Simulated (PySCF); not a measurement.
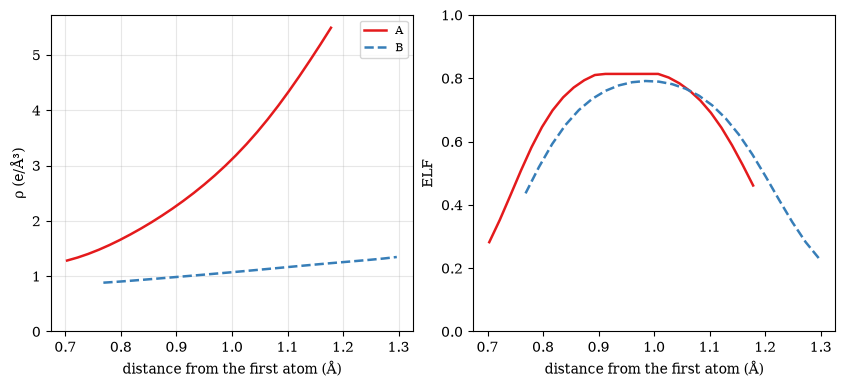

*OSSi (SMILES O=[Si]=S). Total electron density and ELF along straight lines between neighbouring atoms. The curves leave out the atomic cores.*

Geometry: PBE0-D4/def2-SVP.

The calculation used Gaussian-basis quantum chemistry of an isolated molecule with PySCF, energy and nuclear gradient, functional PBE0 in PySCF 2.14.0.

The calculation's input:

```
import pyscf.grad
from pyscf import gto, dft

mol = gto.M(
    atom=[
    ('O', (0.434780, 0.096279, 0.447073)),
    ('S', (-0.520350, 3.290607, -0.405868)),
    ('Si', (0.012830, 1.507371, 0.070035)),
],
    verbose=3,
    max_memory=3720,
    basis='def2-tzvpd',
)

mf = dft.RKS(mol, xc='pbe0')
mf = mf.density_fit(auxbasis='def2-universal-jkfit')
mf.conv_tol = 1e-09
mf.grids.level = 3
mf.max_cycle = 100
mf.kernel()
if not mf.converged:
    mf = mf.newton().run(mf.mo_coeff, mf.mo_occ)

energy = mf.e_tot
print('E(%s) = %.9f' % ('PBE0', energy))
grad = mf.Gradients().kernel()
dip = mf.dip_moment()
pop, q = mf.mulliken_pop()
```

Run with:

```sh
OMP_NUM_THREADS=2 python input.py
```

Which curve belongs to which contact (Si–O and Si–S)? The first atom named is at distance zero.

Curve A: Si–O (1.52 Å): ρ is about 1.5 e/Å³ halfway; the ELF peaks at about 0.80 between the atoms: a polar covalent bond. Curve B: Si–S (1.92 Å): ρ is about 1 e/Å³ halfway; the ELF peaks at about 0.80 between the atoms (localised, covalent bonding).
